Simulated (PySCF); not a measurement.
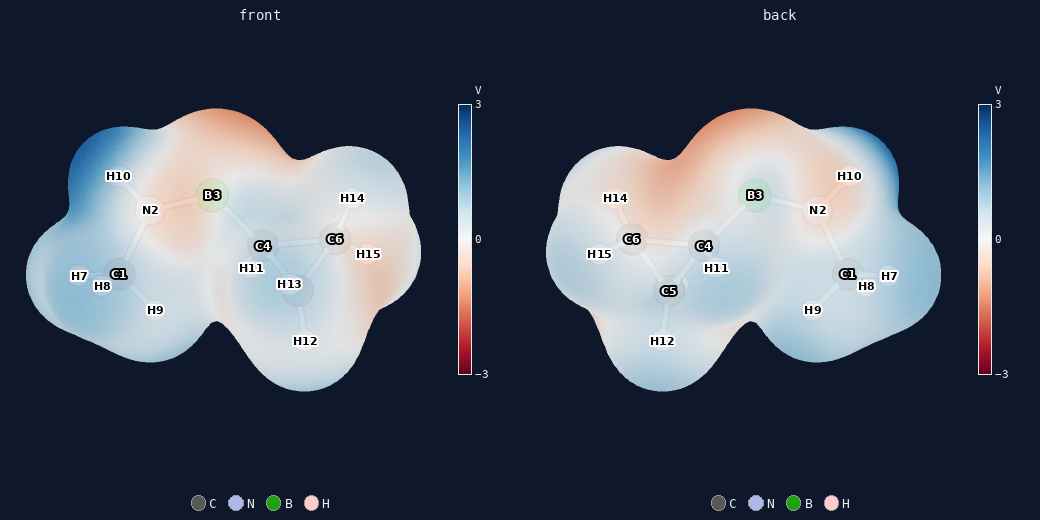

The picture shows: C4H9BN (doublet). The electrostatic potential painted on the density surface at 0.004 e/bohr³, seen from the front and from behind; the colour scale runs from red (negative) to blue (positive).

Geometry: GFN2-xTB.

Theory: PySCF, UKS B3LYP, pcH-1 on B C H N, non-relativistic, mean-field spin-orbit, GIAO.

```xyz
15

C     2.1904    0.5258   -0.1331
N     1.5565   -0.1138    1.0168
B     0.2918   -0.6411    1.0914
C    -0.7172   -0.6893   -0.0988
C    -1.4956    0.5354   -0.5300
C    -2.2148   -0.6287    0.0691
H     3.0808   -0.0294   -0.4408
H     2.4867    1.5494    0.1101
H     1.4851    0.5503   -0.9591
H     2.1882   -0.1282    1.8067
H    -0.3992   -1.3314   -0.9201
H    -1.6153    0.7283   -1.5871
H    -1.3958    1.4331    0.0626
H    -2.6115   -0.5190    1.0678
H    -2.8344   -1.2334   -0.5774
```

**Which sites attract a positive test charge, and which a negative one?**

A positive charge is drawn to the negative regions and a negative charge to the positive ones. The most negative region (about −1.3 V) lies over H14, the most positive (about +2.3 V) over H10.
